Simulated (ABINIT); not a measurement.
# TiO2 (Anatase): a self-consistent loop beyond G0W0, cycle by cycle

Aim: iterate the self-energy on TiO2 (Anatase) and follow the gap from cycle to cycle.

Main program and level: ABINIT 10.8.3; LDA and many-body steps on it, plane waves.

**Experimental background.**

- Gap 3.4 eV: indirect optical gap from Tauc plot; UV-Vis absorption, Tauc plot; film (sol-gel dip-coated film, 232 nm thick, calcined at 400 C) on borosilicate glass (“Role of lamp type in conventional batch and micro-photoreactor for photocatalytic hydrogen production”, 2023, pmc:10548134).

- Gap 3.293 eV: indirect optical gap from reflection cut-off wavelength, 126 nm particles (bulk-like); UV-VIS-NIR reflection spectroscopy; 300 K; powder (commercial powder, mean particle diameter 126 nm, hand pressed) (“Part I: determination of a structure/property transformation mechanism responsible for changes in the point of zero change of anatase titania with decreasing particle size”, 2024, pmc:11477903).

- Gap 3.87 eV: direct optical gap from Tauc plot; UV-vis absorption, Tauc plot; film (thin TiO2 layer grown by atomic layer deposition) (“Development of 2-in-1 Sensors for the Safety Assessment of Lithium-Ion Batteries via Early Detection of Vapors Produced by Electrolyte Solvents”, 2023, pmc:10251352).

- Gap 3.98 eV: direct quasiparticle gap around Gamma; experiment quoted from earlier work; bulk crystal (anatase, value from earlier experiment) (quoted in “Giant exciton Mott density in anatase TiO2”, 2020, arxiv:2007.10051).

- Gap 3.17 eV: gap from valence band edge and flat band potential; valence-band XPS and Mott-Schottky plots; film (“Enhancement of Titania Photoanode Performance by Sandwiching Copper between Two Titania Layers”, 2020, pmc:7579609).

This is a selection; 13 further reports are not listed.

### Step 1. The starting structure

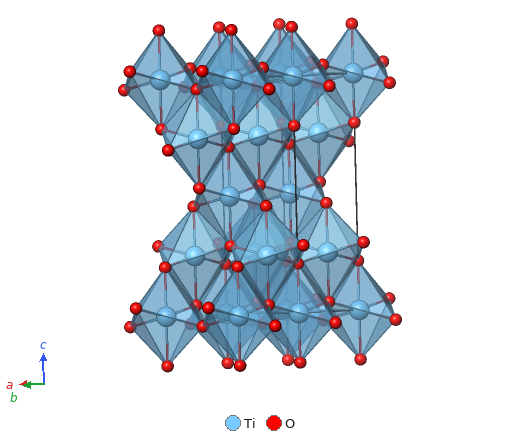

The cell as given, from a free direction (titanium blue, oxygen red). 1×2×1 cells are drawn. This picture shows the conventional cell, with its axes. Some periodic images of atoms are drawn too.

The cell and positions come from the Crystallography Open Database and are kept as given unless a step says otherwise.

### Step 2. Empty states on the mesh, 4×4×4 mesh, 127 bands

This step: ABINIT 10.8.3; DFT, LDA, plane waves, norm-conserving pseudopotentials.

The sums over transitions need many empty states on a uniform mesh; this step solves for them.

run.abi reads:

```
acell 3*1.0 Angstrom
rprim 
  -1.892100000000 1.892100000000 4.757300000000
  1.892100000000 -1.892100000000 4.757300000000
  1.892100000000 1.892100000000 -4.757300000000
ntypat 2
znucl 22 8
natom 6
typat 1 1 2 2 2 2
xred 
  0.000000000000 0.000000000000 0.000000000000
  0.750000000000 0.250000000000 0.500000000000
  0.208100000000 0.208100000000 0.000000000000
  0.958100000000 0.458100000000 0.500000000000
  0.541900000000 0.041900000000 0.500000000000
  0.791900000000 0.791900000000 0.000000000000
pp_dirpath "pseudos"
pseudos "Ti.upf, O.upf"
ecut 38
ngkpt 4 4 4
nshiftk 1
shiftk 0 0 0
kptopt 1
chksymbreak 0
iscf -2
irdden 1
istwfk *1
nband 127
nbdbuf 10
tolwfr 1e-09
nstep 60
prtvol 0
indata_prefix "in"
outdata_prefix "out"
tmpdata_prefix "tmp"
```

Launch:

```bash
$ OMP_NUM_THREADS=1 mpirun -n 4 abinit run.abi > log
```

Numbers of over 12 decimals in the logs are rounded to 6 here.

What it wrote:

```text
.Version 10.8.3 of ABINIT. v10.8.2 released Aug 2026.

 Symmetries : space group I4_1/a m d (#141); Bravais tI (body-center tetrag.)
[... echo of the input left out ...]
== DATASET  1 ==================================================================
-   mpi_nproc: 4, omp_nthreads: 1 (-1 if OMP is not activated)

--- !DatasetInfo
iteration_state: {dtset: 1, }
dimensions: {natom: 6, nkpt: 13, mband: 127, nsppol: 1, nspinor: 1, nspden: 1, mpw: 5174, }
cutoff_energies: {ecut:  38.0, pawecutdg:  -1.0, }
[...]
2.22915    2.22915    2.23957    2.23957    2.26042    2.29437    2.29882    2.33148
   2.33148    2.33693    2.36049    2.36049    2.38321    2.38327    2.41473    2.42789
   2.43972    2.43972    2.51444    2.55664    2.59210    2.61078    2.61308
 prteigrs : prtvol=0 or 1, do not print more k-points.

== END DATASET(S) ==============================================================
================================================================================

 -outvars: echo values of variables after computation  --------
            nband         127
             nkpt          13
          spgroup         141
 [... the other variables as echoed above ...]

 Calculation completed.
```

It took 1.8 min on 4 MPI ranks of Arm Neoverse V1, shared host; peak memory 0.47 GiB.

This step gave:

| Property | Result |
| --- | --- |
| gap | 2.087 eV |
| k of the valence top | 0.5, 0.5, 0 |
| k of the conduction bottom | 0, 0, 0 |
| least direct gap | 2.398 eV |
| k points computed | 13 |
| lowest point of the top converged band, above the valence top | 61.1704 eV |

On this mesh the gap is 2.087 eV.

The density comes from a self-consistent run that is not shown.

### Step 3. Screening, 4×4×4 mesh, 117 bands, screening to 106.1 eV

The RPA dielectric matrix is built and inverted for each q.

This step: RPA screening on LDA, plane waves, norm-conserving pseudopotentials.

Edit run.abi of step 2 so:

```diff
@@ -24,10 +24,11 @@
 chksymbreak 0
-iscf -2
-irdden 1
 istwfk *1
-nband 127
-nbdbuf 10
-tolwfr 1e-09
-nstep 60
-prtvol 0
+occopt 1
+irdwfk 1
+optdriver 3
+nband 117
+ecuteps 3.9
+inclvkb 2
+awtr 1
+symchi 1
 indata_prefix "in"
```

What it wrote:

```text
.Version 10.8.3 of ABINIT. v10.8.2 released Aug 2026.

 Symmetries : space group I4_1/a m d (#141); Bravais tI (body-center tetrag.)
[... echo of the input left out ...]
== DATASET  1 ==================================================================
-   mpi_nproc: 4, omp_nthreads: 1 (-1 if OMP is not activated)

--- !DatasetInfo
iteration_state: {dtset: 1, }
dimensions: {natom: 6, nkpt: 13, mband: 117, nsppol: 1, nspinor: 1, nspden: 1, mpw: 5174, }
cutoff_energies: {ecut:  38.0, pawecutdg:  -1.0, }
electrons: {nelect:   4.80000000E+01, charge:   0.00000000E+00, occopt:   1.00000000E+00, tsmear:   1.00000000E-02, }

 SCREENING: Calculation of the susceptibility and dielectric matrices

 Based on a program developped by R.W. Godby, V. Olevano, G. Onida, and L. Reining.
 Incorporated in ABINIT by V. Olevano, G.-M. Rignanese, and M. Torrent.
.Using double precision arithmetic ; gwpc =  8

[... cell and pseudopotentials left out ...]
--------------------------------------------------------------------------------

 ==== K-mesh for the wavefunctions ====
 Number of points in the irreducible wedge :    13
[... list of points left out ...]
 Together with 16 symmetry operations and time-reversal symmetry
 yields    64 points in the full Brillouin Zone.

 ==== Q-mesh for the screening function ====
 Number of points in the irreducible wedge :    13
[... list of points left out ...]
 Together with 16 symmetry operations and time-reversal symmetry
 yields    64 points in the full Brillouin Zone.

 setmesh: FFT mesh size selected  =    72x   72x   72
          total number of points  =       373248

 vcoul_init : cutoff-mode = AUXILIARY_FUNCTION
 q-points for optical limit:   1
     1)      0.000010    0.000020    0.000030

- screening: taking advantage of time-reversal symmetry
- Maximum band index for partially occupied states nbvw = 24
- Remaining bands to be divided among processors   nbcw = 93
- Number of bands treated by each node ~23

 Number of electrons calculated from density =   48.0000; Expected =   48.0000
 average of density, n =  0.104409
 r_s =    1.3174
 omega_plasma =   31.1690 [eV]

 calculating chi0 at frequencies [eV] :
  1    0.000000E+00    0.000000E+00
  2    0.000000E+00    3.116905E+01

--------------------------------------------------------------------------------
  q-point number  1        q = ( 0.000000, 0.000000, 0.000000) [r.l.u.]
--------------------------------------------------------------------------------
[... chi0 elements left out ...]
 For q-point:  0.000010 0.000020 0.000030
  dielectric constant =   7.0066
  dielectric constant without local fields =   7.2967

  Average fulfillment of the sum rule on Im[epsilon] for q-point    1 :     56.24  [%]
[... wings left out ...]
  q-point number  2        q = ( 0.250000, 0.000000, 0.000000) [r.l.u.]
--------------------------------------------------------------------------------
[... chi0 elements left out ...]
  Average fulfillment of the sum rule on Im[epsilon] for q-point    2 :     66.07  [%]

 [... 11 further q-points ...]
```

The job ended after 27 min (4 MPI ranks; peak memory 15 GiB; 1.8 h of CPU time).

Numbers from this step:

```
ε∞ with local fields, on this mesh, along the program's q direction : 7.007
the same without local fields                                       : 7.297
plasma frequency                                                    : 31.17 eV
plane waves in the screening matrix                                 : 171
```

Local fields lower ε∞ by 4 %.

### Step 4. G0W0

The self-energy is evaluated for the states that the input lists, and the levels follow from it, in one-shot runs by the linearised quasiparticle equation.

This step: G0W0 on LDA, plane waves, norm-conserving pseudopotentials.

Edit run.abi of step 3 so:

```diff
@@ -27,8 +27,23 @@
 irdwfk 1
-optdriver 3
+optdriver 4
 nband 117
+gwcalctyp 0
+ecutsigx 38
+symsigma 1
+nkptgw 5
+kptgw 
+  0.5000000000 0.5000000000 0.0000000000
+  0.0000000000 0.0000000000 0.0000000000
+  -0.2500000000 -0.2500000000 0.2500000000
+  0.5000000000 0.0000000000 0.0000000000
+  0.5000000000 0.5000000000 0.5000000000
+bdgw 
+  23 26
+  23 26
+  23 26
+  23 26
+  23 26
 ecuteps 3.9
-inclvkb 2
-awtr 1
-symchi 1
+irdscr 1
+ppmodel 1
 indata_prefix "in"
```

What it wrote:

```text
.Version 10.8.3 of ABINIT. v10.8.2 released Aug 2026.

 Symmetries : space group I4_1/a m d (#141); Bravais tI (body-center tetrag.)
[... echo of the input left out ...]
== DATASET  1 ==================================================================
-   mpi_nproc: 4, omp_nthreads: 1 (-1 if OMP is not activated)

--- !DatasetInfo
iteration_state: {dtset: 1, }
dimensions: {natom: 6, nkpt: 13, mband: 117, nsppol: 1, nspinor: 1, nspden: 1, mpw: 5174, }
cutoff_energies: {ecut:  38.0, pawecutdg:  -1.0, }
electrons: {nelect:   4.80000000E+01, charge:   0.00000000E+00, occopt:   1.00000000E+00, tsmear:   1.00000000E-02, }

 SIGMA: Calculation of the GW corrections

 Based on a program developped by R.W. Godby, V. Olevano, G. Onida, and L. Reining.
 Incorporated in ABINIT by V. Olevano, G.-M. Rignanese, and M. Torrent.
.Using double precision arithmetic ; gwpc =  8

[... cell and pseudopotentials left out ...]
--------------------------------------------------------------------------------

 ==== K-mesh for the wavefunctions ====
 Number of points in the irreducible wedge :    13
[... list of points left out ...]
 Together with 16 symmetry operations and time-reversal symmetry
 yields    64 points in the full Brillouin Zone.

 ==== Q-mesh for screening function ====
 Number of points in the irreducible wedge :    13
[... list of points left out ...]
 Together with 16 symmetry operations and time-reversal symmetry
 yields    64 points in the full Brillouin Zone.

 vcoul_init : cutoff-mode = AUXILIARY_FUNCTION
 q-points for optical limit:   1
     1)      0.000010    0.000020    0.000030
 setmesh: FFT mesh size selected  =    72x   72x   72
          total number of points  =       373248

 Number of electrons calculated from density =   48.0000; Expected =   48.0000
 average of density, n =  0.104409
 r_s =    1.3174
 omega_plasma =   31.1690 [eV]

 === KS Band Gaps ===
  >>>> For spin  1
   Minimum direct gap =   2.3976 [eV], located at k-point      :  -0.2500 -0.2500  0.2500
   Fundamental gap    =   2.0872 [eV], Top of valence bands at :   0.5000  0.5000  0.0000
                                       Bottom of conduction at :   0.0000  0.0000  0.0000
 SIGMA fundamental parameters:
 PLASMON POLE MODEL  1
 number of plane-waves for SigmaX                 5117
 number of plane-waves for SigmaC and W            171
 number of plane-waves for wavefunctions          5117
 number of bands                                   117
 number of independent spin polarizations            1
 number of spinorial components                      1
 number of k-points in IBZ                          13
 number of q-points in IBZ                          13
 number of symmetry operations                      16
 number of k-points in BZ                           64
 number of q-points in BZ                           64
 number of frequencies for dSigma/dE                 9
 frequency step for dSigma/dE [eV]                0.25
 number of omega for Sigma on real axis              0
 max omega for Sigma on real axis  [eV]           0.00
 zcut for avoiding poles [eV]                     0.10

 EPSILON^-1 parameters (SCR file):
 dimension of the eps^-1 matrix on file            171
 dimension of the eps^-1 matrix used               171
 number of plane-waves for wavefunctions          5117
 number of bands                                   117
 number of q-points in IBZ                          13
 number of frequencies                               2
 number of real frequencies                          1
 number of imag frequencies                          1

 matrix elements of self-energy operator (all in [eV])

 Perturbative Calculation

--- !SelfEnergy_ee
iteration_state: {dtset: 1, }
kpoint     : [   0.500,    0.500,    0.000, ]
spin       : 1
KS_gap     :    3.368
QP_gap     :    5.207
Delta_QP_KS:    1.839
data: !SigmaeeData |
     Band     E0 <VxcDFT>   SigX SigC(E0)      Z dSigC/dE  Sig(E)    E-E0       E
       23   3.680 -19.832 -24.657   4.866   0.765  -0.308 -19.800   0.031   3.711
       24   3.680 -19.832 -24.657   4.866   0.765  -0.308 -19.800   0.031   3.711
       25   7.048 -20.883 -12.438  -6.023   0.772  -0.295 -19.012   1.870   8.918
       26   7.048 -20.883 -12.438  -6.023   0.772  -0.295 -19.012   1.870   8.918

--- !SelfEnergy_ee
iteration_state: {dtset: 1, }
kpoint     : [   0.000,    0.000,    0.000, ]
spin       : 1
KS_gap     :    2.524
QP_gap     :    4.235
Delta_QP_KS:    1.710
data: !SigmaeeData |
     Band     E0 <VxcDFT>   SigX SigC(E0)      Z dSigC/dE  Sig(E)    E-E0       E
       23   3.243 -19.317 -24.266   4.914   0.764  -0.310 -19.343  -0.026   3.217
       24   3.243 -19.317 -24.266   4.914   0.764  -0.310 -19.343  -0.026   3.217
[...]
--- !SelfEnergy_ee
iteration_state: {dtset: 1, }
kpoint     : [  -0.250,   -0.250,    0.250, ]
spin       : 1
KS_gap     :    2.398
QP_gap     :    4.074
Delta_QP_KS:    1.677
data: !SigmaeeData |
     Band     E0 <VxcDFT>   SigX SigC(E0)      Z dSigC/dE  Sig(E)    E-E0       E
[...]
--- !SelfEnergy_ee
iteration_state: {dtset: 1, }
kpoint     : [   0.500,    0.000,    0.000, ]
spin       : 1
KS_gap     :    3.847
QP_gap     :    5.693
Delta_QP_KS:    1.846
data: !SigmaeeData |
     Band     E0 <VxcDFT>   SigX SigC(E0)      Z dSigC/dE  Sig(E)    E-E0       E
[...]
--- !SelfEnergy_ee
iteration_state: {dtset: 1, }
kpoint     : [   0.500,    0.500,    0.500, ]
spin       : 1
KS_gap     :    2.551
QP_gap     :    4.268
Delta_QP_KS:    1.717
data: !SigmaeeData |
     Band     E0 <VxcDFT>   SigX SigC(E0)      Z dSigC/dE  Sig(E)    E-E0       E
[...]
24   3.590 -20.206 -25.004   4.842   0.767  -0.303 -20.172   0.034   3.624
       25   6.141 -19.805 -11.886  -5.683   0.783  -0.277 -18.054   1.751   7.892
       26   6.141 -19.805 -11.886  -5.683   0.783  -0.277 -18.054   1.751   7.892

== END DATASET(S) ==============================================================
================================================================================

 -outvars: echo values of variables after computation  --------
           etotal      0.0000000000E+00
            nband         117
             nkpt          13
          spgroup         141
 [... the other variables as echoed above ...]

 Calculation completed.
```

It took 82 s on 4 MPI ranks; peak memory 10 GiB.

This step gave:

```yaml
g0w0_gap_on_the_mesh: 3.740 eV
starting_gap_on_the_mesh: 2.087 eV
k_of_the_valence_top: 0.5, 0.5, 0
k_of_the_conduction_bottom: 0, 0, 0
z_at_the_valence_top: 0.765
z_at_the_conduction_bottom: 0.788
least_direct_g0w0_gap_on_the_computed_points: 4.074 eV
```

The gap on the mesh goes from 2.09 eV to 3.74 eV, a correction of +1.65 eV.

### Step 5. evGW0, cycle 1

This step: evGW0 on LDA, plane waves, norm-conserving pseudopotentials.

Edit run.abi of step 4 so:

```diff
@@ -29,18 +29,34 @@
 nband 117
-gwcalctyp 0
+gwcalctyp 10
 ecutsigx 38
 symsigma 1
-nkptgw 5
+nkptgw 13
 kptgw 
+  0.0000000000 0.0000000000 0.0000000000
+  0.2500000000 0.0000000000 0.0000000000
+  0.5000000000 0.0000000000 0.0000000000
+  0.2500000000 0.2500000000 0.0000000000
+  0.5000000000 0.2500000000 0.0000000000
+  -0.2500000000 0.2500000000 0.0000000000
   0.5000000000 0.5000000000 0.0000000000
-  0.0000000000 0.0000000000 0.0000000000
+  0.2500000000 0.2500000000 0.2500000000
+  -0.2500000000 0.2500000000 0.2500000000
+  0.5000000000 0.5000000000 0.2500000000
+  -0.2500000000 0.5000000000 0.2500000000
   -0.2500000000 -0.2500000000 0.2500000000
-  0.5000000000 0.0000000000 0.0000000000
   0.5000000000 0.5000000000 0.5000000000
 bdgw 
-  23 26
-  23 26
-  23 26
-  23 26
-  23 26
+  13 30
+  13 30
+  13 30
+  13 30
+  13 30
+  13 30
+  13 30
+  13 30
+  13 30
+  13 30
+  13 30
+  13 30
+  13 30
 ecuteps 3.9
```

What it wrote:

```text
.Version 10.8.3 of ABINIT. v10.8.2 released Aug 2026.

 Symmetries : space group I4_1/a m d (#141); Bravais tI (body-center tetrag.)
[... echo of the input left out ...]
== DATASET  1 ==================================================================
-   mpi_nproc: 4, omp_nthreads: 1 (-1 if OMP is not activated)

--- !DatasetInfo
iteration_state: {dtset: 1, }
dimensions: {natom: 6, nkpt: 13, mband: 117, nsppol: 1, nspinor: 1, nspden: 1, mpw: 5174, }
cutoff_energies: {ecut:  38.0, pawecutdg:  -1.0, }
electrons: {nelect:   4.80000000E+01, charge:   0.00000000E+00, occopt:   1.00000000E+00, tsmear:   1.00000000E-02, }

 SIGMA: Calculation of the GW corrections

 Based on a program developped by R.W. Godby, V. Olevano, G. Onida, and L. Reining.
 Incorporated in ABINIT by V. Olevano, G.-M. Rignanese, and M. Torrent.
.Using double precision arithmetic ; gwpc =  8

[... cell and pseudopotentials left out ...]
--------------------------------------------------------------------------------

 ==== K-mesh for the wavefunctions ====
 Number of points in the irreducible wedge :    13
[... list of points left out ...]
 Together with 16 symmetry operations and time-reversal symmetry
 yields    64 points in the full Brillouin Zone.

 ==== Q-mesh for screening function ====
 Number of points in the irreducible wedge :    13
[... list of points left out ...]
 Together with 16 symmetry operations and time-reversal symmetry
 yields    64 points in the full Brillouin Zone.

 vcoul_init : cutoff-mode = AUXILIARY_FUNCTION
 q-points for optical limit:   1
     1)      0.000010    0.000020    0.000030
 setmesh: FFT mesh size selected  =    72x   72x   72
          total number of points  =       373248

 Number of electrons calculated from density =   48.0000; Expected =   48.0000
[...]
spin       : 1
KS_gap     :    2.398
QP_gap     :    4.074
Delta_QP_KS:    1.677
data: !SigmaeeData |
     Band     E_DFT   <VxcDFT>   E(N-1)  <Hhartree>   SigX  SigC[E(N-1)]    Z     dSigC/dE  Sig[E(N)]  DeltaE  E(N)_pert E(N)_diago
[...]
--- !SelfEnergy_ee
iteration_state: {dtset: 1, }
kpoint     : [   0.500,    0.500,    0.500, ]
spin       : 1
KS_gap     :    2.551
QP_gap     :    4.268
Delta_QP_KS:    1.717
data: !SigmaeeData |
     Band     E_DFT   <VxcDFT>   E(N-1)  <Hhartree>   SigX  SigC[E(N-1)]    Z     dSigC/dE  Sig[E(N)]  DeltaE  E(N)_pert E(N)_diago
[...]
29     7.943   -21.008     7.943    28.951   -13.653    -5.121     0.761    -0.313   -19.307     1.701     9.644    10.178
       30     7.943   -21.008     7.943    28.951   -13.653    -5.121     0.761    -0.313   -19.307     1.701     9.644    10.178

 New Fermi energy :        2.136141E-01 Ha ,    5.812735E+00 eV

 === QP Band Gaps ===
  >>>> For spin  1
   Minimum direct gap =   4.5285 [eV], located at k-point      :  -0.2500 -0.2500  0.2500
   Fundamental gap    =   4.1832 [eV], Top of valence bands at :   0.5000  0.5000  0.0000
                                       Bottom of conduction at :   0.0000  0.0000  0.0000

 writing QP data on file : out_QPS

 Convergence of QP corrections
 >>>>> For spin  1 <<<<<
.  kptgw no:  1; Maximum DeltaE = (  -0.147   0.000) for band index: 14
.  kptgw no:  2; Maximum DeltaE = (  -0.284   0.003) for band index: 16
.  kptgw no:  3; Maximum DeltaE = (  -0.121   0.001) for band index: 16
[...]
.  kptgw no: 12; Maximum DeltaE = (  -0.083   0.002) for band index: 15
.  kptgw no: 13; Maximum DeltaE = (  -0.160   0.005) for band index: 15

== END DATASET(S) ==============================================================
================================================================================

 -outvars: echo values of variables after computation  --------
           etotal      0.0000000000E+00
            nband         117
             nkpt          13
          spgroup         141
 [... the other variables as echoed above ...]

 Calculation completed.
```

The job ended after 24 min (4 MPI ranks; peak memory 14 GiB; 1.6 h of CPU time).

This step gave:

- quasiparticle gap on the mesh: 4.183 eV
- gap of the density functional on the mesh: 2.087 eV
- k of the valence top: 0.5, 0.5, 0
- k of the conduction bottom: 0, 0, 0
- Z at the valence top: 0.765
- Z at the conduction bottom: 0.788
- least direct quasiparticle gap on the computed points: 4.528 eV

Against G0W0 in ABINIT (4×4×4 mesh, 117 bands, screening to 106.1 eV, Godby-Needs plasmon pole), the gap moves by +0.443 eV. This first cycle still uses the starting levels; it takes the full correction, at all points of the mesh, and its linearised value is 3.740 eV.

[end of part 1 of 2]

[Paths, hosts, dates, memory and timing lines, banners, echoed tables and standing remarks are left out of the program output.]

[Logs are printed without paths, hosts, clocks, repeated set-up lines and the standing remarks that a program may print on its own settings, such as how far it seeks lower states.]

[Runs of the session that timed out or met a known fault of the program may be left out.]

[Hosts, paths, dates, database ids (printed as entryN), source tags and the programs' standing remarks are cut or masked in the printed files.]

[G0W0 gaps are taken among the corrected bands and points alone; a level outside them can change the order at an edge.]

[Where Ansatz stands beside ABINIT at settings called matched, ABINIT's density can come from a denser mesh and the files from another edition; pairs whose starting gaps differed by over 0.03 eV were left out, so agreement reads better than it is.]
